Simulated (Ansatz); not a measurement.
# C2H8CuNS: how energies converge with the basis set

How large a basis does C2H8CuNS need? Two functionals are run in growing sets.

Computed with Ansatz 0.2.0, Gaussian basis. Level: one geometry, several basis sets.

Levels to be run: PBE0-D4/def2-SVP; ωB97M-V/def2-SVP; PBE0-D4/def2-QZVPP; ωB97M-V/def2-QZVPP; the functionals' def2-TZVPP values are taken from earlier runs.

### 1 The relaxed structure

The geometry comes from an earlier relaxation with PBE0-D4 in a triple-zeta def2 set; it is a stationary point, not always the lowest conformer.

SMILES `C[S+](C)[Cu-][NH2]`, 13 atoms, charge 0, spin multiplicity 1.

Atoms are counted from 1 here; the program's logs count them from 0.

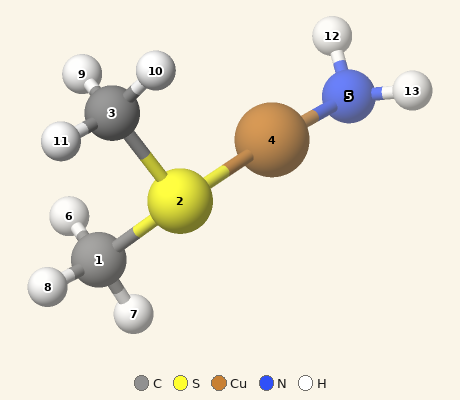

The geometry (carbon grey, sulfur yellow, copper orange, nitrogen blue, hydrogen white); atoms are numbered from 1 in the order of the file.

### 2 PBE0-D4 in def2-SVP

The input, in.yaml:

```yaml
crystal:
  periodic: [false, false, false]
  atoms:
    - {symbol: C, position_ang: [-1.249373, -1.487075, -0.204062]}
    - {symbol: S, position_ang: [0.128433, -0.557093, -0.896445]}
    - {symbol: C, position_ang: [1.481573, -1.200391, 0.100636]}
    - {symbol: Cu, position_ang: [-0.149258, 1.508385, -0.311484]}
    - {symbol: N, position_ang: [-0.525431, 3.229560, 0.154316]}
    - {symbol: H, position_ang: [-1.345471, -1.303338, 0.865307]}
    - {symbol: H, position_ang: [-2.150311, -1.143072, -0.710552]}
    - {symbol: H, position_ang: [-1.107516, -2.550975, -0.398283]}
    - {symbol: H, position_ang: [1.301535, -1.027471, 1.160967]}
    - {symbol: H, position_ang: [2.381699, -0.667768, -0.203488]}
    - {symbol: H, position_ang: [1.605977, -2.265849, -0.097124]}
    - {symbol: H, position_ang: [-0.167707, 3.510463, 1.060539]}
    - {symbol: H, position_ang: [-0.183750, 3.919723, -0.505528]}
basis:
  gaussian: {orbitals: def2-SVP}
hamiltonian: {xc: pbe0, dispersion: d4}
output: {orbitals: {seedname: orbitals}}
```

The run is started by

```bash
$ ansatz run in.yaml --threads 8 --pin off --events-out ev --progress --plain --max-ram 18278MiB
```

Output:

```text
Functional definition: PBE0
  name "PBE0"
  cite "Adamo & Barone, J. Chem. Phys. 110, 6158 (1999) doi:10.1063/1.478522"
  cite "Perdew, Burke & Ernzerhof, Phys. Rev. Lett. 77, 3865 (1996) doi:10.1103/PhysRevLett.77.3865"
  parent pbe
  parameter a = 0.25
  parameter kappa = 0.804
  parameter beta = 0.06672455060314922
  exchange = (1 - a)*pbe_x(kappa = kappa, mu = beta*pi^2/3) + a*exact_x
  correlation = pbe_c(beta = beta)
1357 factors; integrals over basis functions are off by at most 1.4e-3 eV
mean field evaluation 1: about -59129.7546 eV, gradient 8.1e1 eV
mean field evaluation 2: about -59011.2934 eV, gradient 2.8e2 eV
mean field evaluation 4: about -59142.3199 eV, gradient 2.6e1 eV
mean field evaluation 8: about -59143.2797 eV, gradient 5.7e-1 eV
mean field evaluation 16: about -59143.5827 eV, gradient 4.2e-4 eV
mean field -59143.58271197 eV, -2173.4865757045 hartree, gradient 7.8e-5 eV, S^2 0.000000; 0 other end points of the search recorded, 0 dependent functions left out
reference -59143.58275650 eV, -2173.4865773410 hartree; 36, 36 occupied and 95, 95 virtual orbitals, 1357 factors
Total energy: -59143.82509947 eV, -2173.4954832810 hartree
```

It took 1.1 s on 8 threads of Arm Neoverse V2, shared host; peak memory 0.33 GiB.

### 3 ωB97M-V in def2-SVP

Changes to in.yaml since step 2:

```diff
@@ -18,3 +18,3 @@
   gaussian: {orbitals: def2-SVP}
-hamiltonian: {xc: pbe0, dispersion: d4}
+hamiltonian: {xc: {name: wB97M-V}}
 output: {orbitals: {seedname: orbitals}}
```

The command is unchanged.

Output, cut to the lines that bear on the results:

```text
Functional definition: wB97M-V
  name "wB97M-V"
  cite "Mardirossian & Head-Gordon, J. Chem. Phys. 144, 214110 (2016) doi:10.1063/1.4952647"
  cite "Becke, J. Chem. Phys. 107, 8554 (1997) doi:10.1063/1.475007"
  cite "Vydrov & Van Voorhis, J. Chem. Phys. 133, 244103 (2010) doi:10.1063/1.3521275"
  # Of w^i u^j: cxij and so on, Table III.
[...]
  gx(w, u) = 1 - cx + cx01*u + cx10*w
  gss(w, u) = css00 + css04*u^4 + css10*w + css20*w^2 + css43*w^4*u^3
  gos(w, u) = cos00 + cos10*w + (cos20 + cos21*u)*w^2 + (cos60 + cos61*u)*w^6
[...]
      + integral(e_c_pw_mod_opposite_spin*gos(b97_w_opposite, b97_u_opposite)) + vv10(b, c)
1357 factors; integrals over basis functions are off by at most 1.4e-3 eV
351 factors; integrals over basis functions are off by at most 6.1e-5 eV
[...]
mean field -59153.09951992 eV, -2173.8363119460 hartree, gradient 8.3e-5 eV, S^2 0.000000; 0 other end points of the search recorded, 0 dependent functions left out
reference -59153.09958986 eV, -2173.8363145165 hartree; 36, 36 occupied and 95, 95 virtual orbitals, 1357 factors
Total energy: -59153.09958986 eV, -2173.8363145165 hartree
```

Run time: 4.3 s. Hardware: 8 threads of Arm Neoverse V2, shared host; peak memory 0.51 GiB.

### 4 PBE0-D4 in def2-QZVPP

Changes to in.yaml since step 3:

```diff
@@ -17,4 +17,4 @@
 basis:
-  gaussian: {orbitals: def2-SVP}
-hamiltonian: {xc: {name: wB97M-V}}
+  gaussian: {orbitals: "def2-QZVPP.json"}
+hamiltonian: {xc: pbe0, dispersion: d4}
 output: {orbitals: {seedname: orbitals}}
```

Same command.

Output:

```text
Functional definition: PBE0
  name "PBE0"
  cite "Adamo & Barone, J. Chem. Phys. 110, 6158 (1999) doi:10.1063/1.478522"
  cite "Perdew, Burke & Ernzerhof, Phys. Rev. Lett. 77, 3865 (1996) doi:10.1103/PhysRevLett.77.3865"
  parent pbe
  parameter a = 0.25
  parameter kappa = 0.804
  parameter beta = 0.06672455060314922
  exchange = (1 - a)*pbe_x(kappa = kappa, mu = beta*pi^2/3) + a*exact_x
  correlation = pbe_c(beta = beta)
2055 factors; their error is unknown
mean field evaluation 1: about -59142.7064 eV, gradient 9.9e1 eV
mean field evaluation 2: about -58947.0926 eV, gradient 4.3e2 eV
mean field evaluation 4: about -59158.3658 eV, gradient 4.3e1 eV
mean field evaluation 8: about -59160.1702 eV, gradient 3.6e-1 eV
mean field evaluation 16: about -59160.3611 eV, gradient 3.1e-4 eV
mean field -59160.36107927 eV, -2174.1031693300 hartree, gradient 8.2e-5 eV, S^2 0.000000; 0 other end points of the search recorded, 0 dependent functions left out
reference -59160.36113235 eV, -2174.1031712808 hartree; 36, 36 occupied and 545, 545 virtual orbitals, 2055 factors
Total energy: -59160.60347532 eV, -2174.1120772208 hartree
```

Wall time 11 s (8 threads of Arm Neoverse V2, shared host); peak memory 2.8 GiB.

### 5 ωB97M-V in def2-QZVPP

Changes to in.yaml since step 4:

```diff
@@ -18,3 +18,3 @@
   gaussian: {orbitals: "def2-QZVPP.json"}
-hamiltonian: {xc: pbe0, dispersion: d4}
+hamiltonian: {xc: {name: wB97M-V}}
 output: {orbitals: {seedname: orbitals}}
```

The command is unchanged.

Output, cut to the lines that bear on the results:

```text
Functional definition: wB97M-V
  name "wB97M-V"
  cite "Mardirossian & Head-Gordon, J. Chem. Phys. 144, 214110 (2016) doi:10.1063/1.4952647"
  cite "Becke, J. Chem. Phys. 107, 8554 (1997) doi:10.1063/1.475007"
  cite "Vydrov & Van Voorhis, J. Chem. Phys. 133, 244103 (2010) doi:10.1063/1.3521275"
  # Of w^i u^j: cxij and so on, Table III.
[...]
  gx(w, u) = 1 - cx + cx01*u + cx10*w
  gss(w, u) = css00 + css04*u^4 + css10*w + css20*w^2 + css43*w^4*u^3
  gos(w, u) = cos00 + cos10*w + (cos20 + cos21*u)*w^2 + (cos60 + cos61*u)*w^6
[...]
      + integral(e_c_pw_mod_opposite_spin*gos(b97_w_opposite, b97_u_opposite)) + vv10(b, c)
1957 factors; their error is unknown
460 factors; integrals over basis functions are off by at most 2.3e-5 eV
[...]
mean field -59170.05342299 eV, -2174.4593563921 hartree, gradient 5.9e-5 eV, S^2 0.000000; 0 other end points of the search recorded, 0 dependent functions left out
reference -59170.05350659 eV, -2174.4593594645 hartree; 36, 36 occupied and 545, 545 virtual orbitals, 1957 factors
Total energy: -59170.05350659 eV, -2174.4593594645 hartree
```

Wall time 22 s (8 threads of Arm Neoverse V2, shared host); peak memory 3.3 GiB.

### 6 Density functionals: the series

The def2-TZVPP values come from earlier runs at the same geometry.

```tsv
functional	basis	functions	energy (eV)	from the largest (eV)	HOMO (eV)	LUMO (eV)
PBE0-D4	def2-SVP	131	-59143.8251	16.778	-4.47	0.40
PBE0-D4	def2-TZVPP	311	-59158.8631	1.740	-5.06	-0.13
PBE0-D4	def2-QZVPP	581	-59160.6035	0.000	-5.17	-0.38
ωB97M-V	def2-SVP	131	-59153.0996	16.954	-6.78	1.64
ωB97M-V	def2-TZVPP	311	-59168.3592	1.694	-7.39	1.42
ωB97M-V	def2-QZVPP	581	-59170.0535	0.000	-7.50	0.79
```

### 7 Summary of results

| quantity | value |
| --- | --- |
| PBE0-D4: double and triple zeta above quadruple | 16.78, 1.74 eV |
| ωB97M-V: double and triple zeta above quadruple | 16.95, 1.69 eV |

In words: For PBE0-D4 the step from double to triple zeta gains 15.04 eV and the next only 1.74 eV. Total energies overstate the basis error of differences, where much of it tends to cancel. The LUMO of ωB97M-V is positive and keeps falling with the basis (1.64 to 0.79 eV): an unbound level that the basis holds in place.

For PBE0-D4 the largest set took about 10 times as long as the smallest (11 s against 1.1 s).
